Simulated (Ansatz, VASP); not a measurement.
# BiAs: VASP beside Ansatz, part 2 of 2

Aim: how closely do two programs agree when they are given the same cell, functional and k mesh? The cell is invented: As first built, before any earlier steps moved the atoms (in the runner's words): it takes the AlAs structure with some of its atoms replaced by other elements, volume scaled by an estimate. It may not be a known or stable phase. The cell is taken from a series of VASP runs on this material, whose earlier steps may have relaxed, scaled or displaced it; both programs get it as it stands. Other levels of theory on this material are compared in a session of their own. Valence electrons are named where the data sets of a main pair hold unlike numbers.

VASP 6.6.1 and Ansatz 0.2.0.

So far: The starting structure; Ansatz: band structure, PBE; VASP: band structure, PBE.

### Step 4. Differences

Known differences besides the potentials themselves: the data sets hold 60 valence electrons in Ansatz (on its default PAW (the set named soft_2) files) and 40 in VASP; the cutoff is 420 eV in Ansatz and 400 eV in VASP; VASP leaves aspherical gradient terms in its spheres out (LASPH is not set), Ansatz keeps them. Total energies have different zeros and are not compared.

Both answers:

| quantity | Ansatz | VASP | difference |
| --- | --- | --- | --- |
| pressure (GPa) | 0.03 | 0.01 | +0.02 |
| gap over the path points (eV) | 0.097 | 0.096 | +0.001 |

Forces (eV/Å; atoms numbered as in POSCAR):

| atom | Ansatz x, y, z | VASP x, y, z |
| --- | --- | --- |
| Bi1 | 0.000, 0.000, 0.099 | 0.000, 0.000, 0.086 |
| Bi2 | 0.000, 0.000, 0.099 | 0.000, 0.000, 0.086 |
| As3 | 0.000, 0.000, -0.099 | 0.000, 0.000, -0.086 |
| As4 | 0.000, 0.000, -0.099 | 0.000, 0.000, -0.086 |

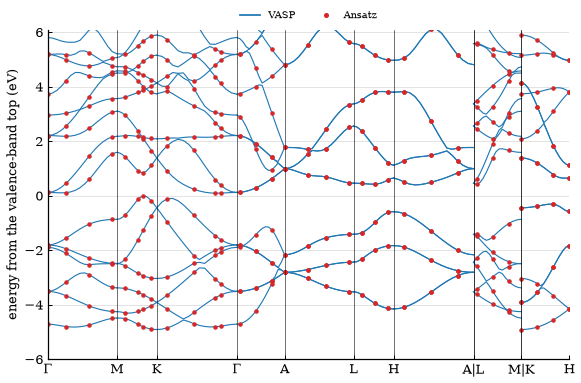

Bands from VASP (lines) and levels from Ansatz (dots). Dots without a line are higher empty bands that the VASP plot leaves out.

Levels at points of the path, from each program's valence-band top (eV; 4 filled, then empty):

| k (reciprocal lattice) | Ansatz | VASP |
| --- | --- | --- |
| 0.000 0.000 0.000 | -3.51 -1.89 -1.81 -1.81 0.12 0.12 2.21 | -3.51 -1.89 -1.80 -1.80 0.12 0.12 2.21 |
| 0.133 0.000 0.000 | -3.17 -2.12 -1.95 -1.56 0.12 0.46 2.18 | -3.17 -2.12 -1.94 -1.55 0.12 0.46 2.18 |
| 0.300 0.000 0.000 | -2.89 -2.53 -2.29 -1.04 0.60 1.46 2.48 | -2.89 -2.52 -2.28 -1.04 0.60 1.46 2.48 |
| 0.467 0.000 0.000 | -3.36 -2.49 -2.48 -0.87 1.55 2.16 3.07 | -3.36 -2.49 -2.48 -0.87 1.55 2.16 3.07 |
| 0.467 0.067 0.000 | -3.40 -2.57 -2.34 -0.72 1.44 2.21 2.96 | -3.40 -2.56 -2.33 -0.72 1.44 2.21 2.96 |
| 0.411 0.178 0.000 | -3.54 -2.85 -1.61 -0.13 0.92 2.18 2.37 | -3.54 -2.85 -1.61 -0.13 0.92 2.17 2.37 |
| 0.389 0.222 0.000 | -3.63 -2.94 -1.25 0.00 0.85 2.09 2.14 | -3.63 -2.94 -1.25 0.00 0.85 2.09 2.14 |
| 0.356 0.289 0.000 | -3.79 -3.02 -0.73 -0.20 1.12 1.66 2.10 | -3.79 -3.02 -0.73 -0.20 1.12 1.66 2.10 |
| 0.289 0.289 0.000 | -3.64 -2.98 -0.97 -0.11 0.90 1.84 2.12 | -3.64 -2.98 -0.97 -0.11 0.90 1.84 2.11 |
| 0.178 0.178 0.000 | -2.81 -2.47 -2.21 -0.72 0.24 1.67 2.16 | -2.81 -2.47 -2.21 -0.72 0.24 1.67 2.16 |

The forces differ by 7.4 meV/Å r.m.s., which is 14.8 % of the r.m.s. force of 0.050 eV/Å (both taken over all components). Among the levels compared at these points, filled levels agree within 6 meV and empty ones within 5 meV. Ansatz's pressure holds a Pulay correction of 0.02 GPa; VASP's holds none.

### Step 5. VASP: band structure, r2SCAN, spin-orbit coupling

A single point gives forces, pressure and levels at one fixed geometry, so differences don't come from the geometry; what else differs is listed under the comparison.

Input file INCAR:

```
SYSTEM = BiAs
PREC = Accurate
ENCUT = 400
EDIFF = 1E-06
NELM = 100
ISMEAR = 0
SIGMA = 0.02
LREAL = .FALSE.
ALGO = Normal
METAGGA = R2SCAN
LASPH = .TRUE.
LNONCOLLINEAR = .TRUE.
MAGMOM = 0 0 0 0 0 0 0 0 0 0 0 0
NBANDS = 52
GGA_COMPAT = .FALSE.
LSORBIT = .TRUE.
LORBIT = 11
LWAVE = .FALSE.
LCHARG = .FALSE.
KPAR = 4
```

Input file POSCAR:

```
BiAs
1.0
    5.0716037739     -0.0000000910      0.0000000000
   -2.5358025406      4.3921383167      0.0000000000
    0.0000000000      0.0000000000      6.3422180812
Bi As
2 2
Direct
    0.3333333300      0.6666666700      0.9681709195
    0.6666666700      0.3333333300      0.4681709195
    0.3333333300      0.6666666700      0.4078290805
    0.6666666700      0.3333333300      0.9078290805
```

Input file KPOINTS:

```
Automatic mesh
0
Gamma
4 4 3
0 0 0
```

Input file KPOINTS_OPT:

```
Line mode
16
Line-mode
Reciprocal
  0.00000000   0.00000000   0.00000000 GAMMA
  0.50000000   0.00000000   0.00000000 M

  0.50000000   0.00000000   0.00000000 M
  0.33333333   0.33333333   0.00000000 K

  0.33333333   0.33333333   0.00000000 K
  0.00000000   0.00000000   0.00000000 GAMMA

  0.00000000   0.00000000   0.00000000 GAMMA
  0.00000000   0.00000000   0.50000000 A

  0.00000000   0.00000000   0.50000000 A
  0.50000000   0.00000000   0.50000000 L

  0.50000000   0.00000000   0.50000000 L
  0.33333333   0.33333333   0.50000000 H

  0.33333333   0.33333333   0.50000000 H
  0.00000000   0.00000000   0.50000000 A

  0.50000000   0.00000000   0.50000000 L
  0.50000000   0.00000000   0.00000000 M

  0.33333333   0.33333333   0.00000000 K
  0.33333333   0.33333333   0.50000000 H
```

Potentials, in the order of the species: Bi_d and As (PBE family, release 64).

Run with:

```bash
$ mpirun -np 4 vasp_ncl
```

Numbers of over 12 decimals in the logs are rounded to 6 here.

Output:

```text
[banner, memory and clock lines left out]
running    4 mpi-ranks, on    1 nodes
[...]
|                                                                             |
|               ----> ADVICE to this user running VASP <----                  |
|                                                                             |
|     You enforced a specific xc type in the INCAR file but a different       |
|     [... a line on the potential file left out ...]
|     I HOPE YOU KNOW WHAT YOU ARE DOING!                                     |
|                                                                             |

 LDA part: xc-table for (None), standard interpolation
 POSCAR, INCAR and KPOINTS ok, starting setup
[...]
entering main loop
       N       E                     dE             d eps       ncg     rms          rms(c)
DAV:   1     0.255235131415E+03    0.25524E+03   -0.16869E+04  1296   0.133E+03
DAV:   2    -0.107548999738E+03   -0.36278E+03   -0.34928E+03  1332   0.381E+02
[...]
1 F= -.14740569E+03 E0= -.14740537E+03  d E =-.642760E-03  mag=     0.0000    -0.0000    -0.0000
 Start KPOINTS_OPT (optional k-point list driver)
k-point batch [1-12\144]
       N       E                     dE             ncg
DAV:   1    -0.320357520436E+03   -0.27082E+04     1296
DAV:   2    -0.466296810746E+04   -0.43426E+04     1324
DAV:   3    -0.520743240978E+04   -0.54446E+03     1540
DAV:   4    -0.523299471080E+04   -0.25562E+02     1472
DAV:   5    -0.523438013655E+04   -0.13854E+01     1724
DAV:   6    -0.523441376809E+04   -0.33632E-01     1732
DAV:   7    -0.523441457656E+04   -0.80847E-03     1860
DAV:   8    -0.523441459787E+04   -0.21308E-04     1888
DAV:   9    -0.523441459832E+04   -0.45442E-06     1048
[...]
k-point batch [133-144\144]
       N       E                     dE             ncg
DAV:   1    -0.264253701144E+03   -0.11513E+05     1336
DAV:   2    -0.463823625969E+04   -0.43740E+04     1340
DAV:   3    -0.517331710777E+04   -0.53508E+03     1516
DAV:   4    -0.520132534008E+04   -0.28008E+02     1432
DAV:   5    -0.520287495557E+04   -0.15496E+01     1768
DAV:   6    -0.520290853374E+04   -0.33578E-01     1672
DAV:   7    -0.520290951494E+04   -0.98120E-03     1864
DAV:   8    -0.520290954009E+04   -0.25151E-04     1872
DAV:   9    -0.520290954064E+04   -0.55297E-06     1048
```

Parts of OUTCAR (step 5):

```text
  Total       -0.5608470     -0.5608471     -0.8614006      0.0000001      0.0000000      0.0000000
  in kB       -6.3605177     -6.3605194     -9.7690713      0.0000011      0.0000000      0.0000000
  external PRESSURE =      -7.4967028 kB  Pullay stress =       0.0000000 kB

 POSITION                                       TOTAL-FORCE (eV/Angst)
 -----------------------------------------------------------------------------------
     -0.00000      2.92809      6.14035         0.000000     -0.000000      0.125042
      2.53580      1.46405      2.96924        -0.000000      0.000000      0.125042
     -0.00000      2.92809      2.58654         0.000000      0.000000     -0.125042
      2.53580      1.46405      5.75765         0.000000     -0.000000     -0.125042
 -----------------------------------------------------------------------------------
    total drift:                               -0.000025      0.000014      0.000801

  FREE ENERGIE OF THE ION-ELECTRON SYSTEM (eV)
  ---------------------------------------------------
  free  energy   TOTEN  =      -147.4056919745 eV

  energy  without entropy=     -147.4050492148  energy(sigma->0) =     -147.40537059

 magnetization (x)
# of ion       s       p       d       tot
------------------------------------------
    1       -0.000   0.000   0.000   0.000
    2        0.000  -0.000   0.000  -0.000
    3        0.000  -0.000  -0.000  -0.000
    4        0.000   0.000  -0.000   0.000
--------------------------------------------------
tot          0.000   0.000   0.000   0.000

 magnetization (y)
# of ion       s       p       d       tot
------------------------------------------
    1        0.000  -0.000  -0.000  -0.000
    2        0.000   0.000   0.000   0.000
    3        0.000   0.000  -0.000   0.000
    4       -0.000   0.000  -0.000   0.000
--------------------------------------------------
tot          0.000   0.000  -0.000   0.000

 magnetization (z)
# of ion       s       p       d       tot
------------------------------------------
    1       -0.000   0.000   0.000   0.000
    2       -0.000  -0.000   0.000  -0.000
    3       -0.000   0.000  -0.000  -0.000
    4        0.000   0.000  -0.000   0.000
--------------------------------------------------
tot         -0.000   0.000  -0.000  -0.000

[... 1 part as in an earlier step ...]

[... 2 further parts left out ...]
[key lines of the parts left out:]
E-fermi :   3.9778
```

The run ends at a pressure of -0.75 GPa, with forces up to 0.13 eV/Å.

### Step 6. Ansatz: band structure, r2SCAN, spin-orbit coupling

The same cell, functional, mesh and smearing now go to Ansatz, which takes its cutoff from its data sets.

The cell is taken from a series of VASP runs on this material, whose earlier steps may have relaxed, scaled or displaced it; both programs get it as it stands.

Input file input.yaml:

```yaml
crystal:
  lattice:
    - [5.0716037739, -9.1e-08, 0.0]
    - [-2.5358025406, 4.3921383167, 0.0]
    - [0.0, 0.0, 6.3422180812]
  atoms:
    - { symbol: Bi, position: [0.33333333, 0.66666667, 0.9681709195] }
    - { symbol: Bi, position: [0.66666667, 0.33333333, 0.4681709195] }
    - { symbol: As, position: [0.33333333, 0.66666667, 0.4078290805] }
    - { symbol: As, position: [0.66666667, 0.33333333, 0.9078290805] }
hamiltonian:
  xc: r2scan
  pseudopotentials: { kind: paw_fr }
magnetization:
  noncollinear: true
  spin_orbit: true
kpoints:
  mp_grid: { grid: [4, 4, 3] }
  band_path:
    path:
      - [0.0, 0.0, 0.0]
      - [0.13333, 0.0, 0.0]
      - [0.3, 0.0, 0.0]
      - [0.46667, 0.0, 0.0]
      - [0.46667, 0.06667, 0.0]
      - [0.41111, 0.17778, 0.0]
      - [0.35556, 0.28889, 0.0]
      - [0.28889, 0.28889, 0.0]
      - [0.17778, 0.17778, 0.0]
      - [0.06667, 0.06667, 0.0]
      - [0.0, 0.0, 0.03333]
      - [0.0, 0.0, 0.2]
      - [0.0, 0.0, 0.36667]
      - [0.0, 0.0, 0.5]
      - [0.16667, 0.0, 0.5]
      - [0.3, 0.0, 0.5]
      - [0.46667, 0.0, 0.5]
      - [0.46667, 0.06667, 0.5]
      - [0.41111, 0.17778, 0.5]
      - [0.35556, 0.28889, 0.5]
      - [0.28889, 0.28889, 0.5]
      - [0.17778, 0.17778, 0.5]
      - [0.06667, 0.06667, 0.5]
      - [0.5, 0.0, 0.46667]
      - [0.5, 0.0, 0.3]
      - [0.5, 0.0, 0.13333]
      - [0.33333, 0.33333, 0.0]
      - [0.33333, 0.33333, 0.16667]
      - [0.33333, 0.33333, 0.33333]
      - [0.33333, 0.33333, 0.5]
    npoints: 1
scf:
  occupations: { method: gaussian, width: 0.02 }
  n_extra_bands: 16
output:
  forces: true
  stress: true
  eigenvalues: true
```

Run with:

```bash
$ ansatz run input.yaml --threads 2 --pin off --max-ram 4608MiB --backend cpu --events-out ev --progress --plain --runs-dir out
```

Output:

```text
[...]
non-collinear run that drives no moment, with spin-orbit: no starting moment large enough to seed its density (crystal.atoms[].spin), no starting occupations that ask for one, no magnetisation constraint and no magnetic field, so the semilocal B_xc is pinned to zero
Crystal: 4 atoms, lattice volume = 141.274 Å³
[...]
k-point 0: bands = [... 56 lower, 5.6916, 5.6916, 5.6985, 5.6985, 7.0803, 7.0803, 8.0153, 8.0153, ... 12 higher]
  k-point 1: bands = [... 56 lower, 5.1667, 5.1667, 6.1018, 6.1018, 7.4749, 7.4749, 8.3964, 8.3964, ... 12 higher]
  k-point 2: bands = [... 56 lower, 5.1967, 5.2205, 6.1798, 6.2041, 7.5870, 7.7662, 8.4746, 8.5297, ... 12 higher]
  k-point 7: bands = [... 56 lower, 5.9462, 6.3293, 6.7123, 6.7663, 7.8124, 8.0458, 8.6335, 8.7387, ... 12 higher]
[key lines of the parts left out:]
SCF converged after 8 iterations
Magnetization: |M| = 0.0000 μB,  M = (+0.0000, +0.0000, +0.0000) μB
Free energy (F): -34477.269827 eV
Fermi energy:    7.272111 eV
P = ⅓ Tr σ = -0.6577 GPa (-6.577 kbar)
```

Elapsed: 60 s, on 2 threads of Arm Neoverse V2, shared host; peak memory 1.2 GiB; 2 min of CPU time.

### Step 7. Comparison

What differs besides the data sets and the points named for the pairs above, as far as they apply: spin-orbit coupling enters by fully relativistic files in Ansatz and inside the spheres in VASP; VASP keeps PBE cores, Ansatz makes them for the functional; the data sets hold 60 valence electrons in Ansatz (on its fully relativistic PAW (standard-fr) files) and 40 in VASP; the cutoff is 500 eV in Ansatz and 400 eV in VASP. Total energies have different zeros and are not compared.

Both answers:

| quantity | Ansatz | VASP | difference |
| --- | --- | --- | --- |
| pressure (GPa) | -0.66 | -0.75 | +0.09 |

Forces (eV/Å; atoms numbered as in POSCAR):

| atom | Ansatz x, y, z | VASP x, y, z |
| --- | --- | --- |
| Bi1 | 0.000, 0.000, 0.133 | 0.000, 0.000, 0.125 |
| Bi2 | 0.000, 0.000, 0.133 | 0.000, 0.000, 0.125 |
| As3 | 0.000, 0.000, -0.133 | 0.000, 0.000, -0.125 |
| As4 | 0.000, 0.000, -0.133 | 0.000, 0.000, -0.125 |

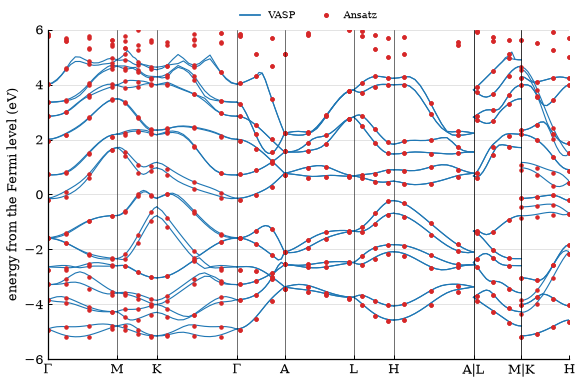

Bands from VASP (lines) and levels from Ansatz (dots). Dots without a line are higher empty bands that the VASP plot leaves out.

The forces differ by 4.3 meV/Å r.m.s., which is 6.0 % of the r.m.s. force of 0.072 eV/Å (both taken over all components). Levels from 3 eV below to 2 eV above the Fermi level differ by 35 meV r.m.s. and 111 meV at most; each VASP level is matched to the nearest of Ansatz, which flatters the figure a little. Ansatz's pressure holds a Pulay correction of 0.02 GPa; VASP's holds none.

### Step 8. Outcome

* largest difference of a filled level at the path points (band structure, PBE): 5.6 meV
* r.m.s. force difference (band structure, PBE): 7.4 meV/Å
* r.m.s. difference of levels near the Fermi level (band structure, r2SCAN, spin-orbit coupling): 35 meV

In words: The r.m.s. force difference is 7.4 meV/Å (band structure, PBE), within the 12 meV/Å picked in this series as the mark of a large difference. The data sets hold unlike numbers of valence electrons (60 in Ansatz and 40 in VASP), so part of the differences comes from the potentials. 6 further runs of this series are not shown here. Such differences can come from data sets, numerical settings and the points named under the comparisons, not from the functional's error against experiment.

[Lines on the potential files, build, host, timing and source positions are cut from VASP's logs without a mark.]

[Logs are printed without paths, hosts, clocks, repeated set-up lines and the standing remarks that a program may print on its own settings, such as how far it seeks lower states.]

[Hosts, paths, dates, database ids (printed as entryN), source tags and the programs' standing remarks are cut or masked in the printed files.]
